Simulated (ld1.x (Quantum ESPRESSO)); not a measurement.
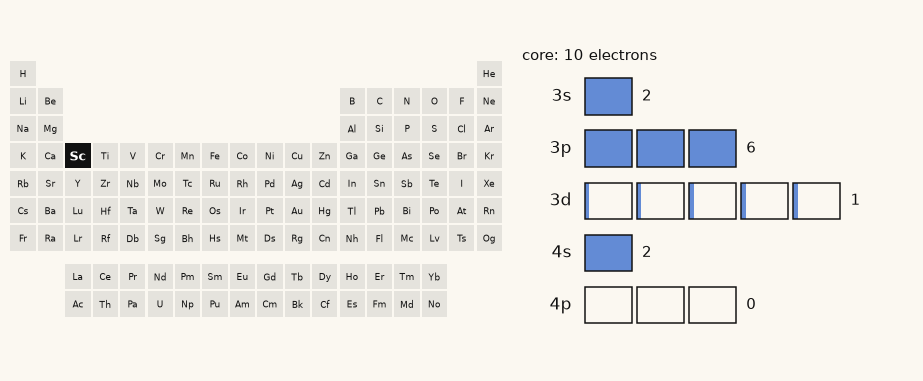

Figure 1. Left, the place of scandium in the periodic table; right, the valence shells of the reference configuration: a box for each of the 2l + 1 orbitals, shaded by the share of the shell that is filled, with the electron count at the right. The shells are those of the unaltered input.

# Sc: pseudopotential generation

Scandium (Sc, Z = 21), core [Ne], reference valence 3s2 3p6 3d1 4s2 4p0, valence charge 11. (This line and the method describe the unaltered input from which the odd one was made.) Level asked for: ultrasoft potential, LDA (PZ), fully relativistic, made with ld1.x (Quantum ESPRESSO) 7.5.

Input file:
```
 &input
   title='Sc', zed=21., rel=2, dft='PZ', iswitch=3,
   config='[Ar] 3d1 4s2 4p0 4f-2', rel_dist='average',
   nld=7, rlderiv=2.50, eminld=-6.0, emaxld=5.0, deld=0.02
 /
 &inputp
   pseudotype=3, tm=.true., lloc=-1, rcloc=1.30,
   nlcc=.true., new_core_ps=.true., rcore=0.75,
   which_augfun='PSQ', rmatch_augfun_nc=.true.,
   file_pseudopw='Sc.UPF', file_wfcaegen='ae.wfc', file_wfcncgen='nc.wfc', file_beta='beta', file_chi='chi', file_wfcusgen='us.wfc'
 /
8
3S  1  0   2.00   0.00  1.40  1.45  0.0
4S  2  0   2.00   0.00  1.40  1.45  0.0
3P  2  1   6.00   0.30  1.60  1.95  0.0
4P  3  1   0.00   0.00  1.60  1.95  0.0
3D  3  2   1.00   0.00  2.10  2.30  0.0
3D  3  2   0.00   3.90  2.10  2.30  0.0
4F  4  3  -2.00   0.25  1.95  2.30  0.0
4F  4  3  -2.00   1.85  1.95  2.30  0.0
 &test
   configts(1)='3s2 3p6 3d1 4s2 4p0'
 /
```

Hardware: 1 CPU thread, shared host.

Launched with:
```bash
ld1.x < Sc.in > Sc.out
```

Output:
```
     Program LD1 v.7.5

 %%%%%%%%%%%%%%%%%%%%%%%%%%%%%%%%%%%%%%%%%%%%%%%%%%%%%%%%%%%%%%%%%%%%%%%%%%%%%%
     Error in routine ld1_readin (1):
     unbound states must be empty
 %%%%%%%%%%%%%%%%%%%%%%%%%%%%%%%%%%%%%%%%%%%%%%%%%%%%%%%%%%%%%%%%%%%%%%%%%%%%%%

     stopping ...
```

What the run reported:

```tsv
quantity	value
outcome	refused by the program
```

What went wrong:

The input is odd on purpose: an energy typed for the occupied state 3P. The generator stopped with the message “ld1_readin: unbound states must be empty”.
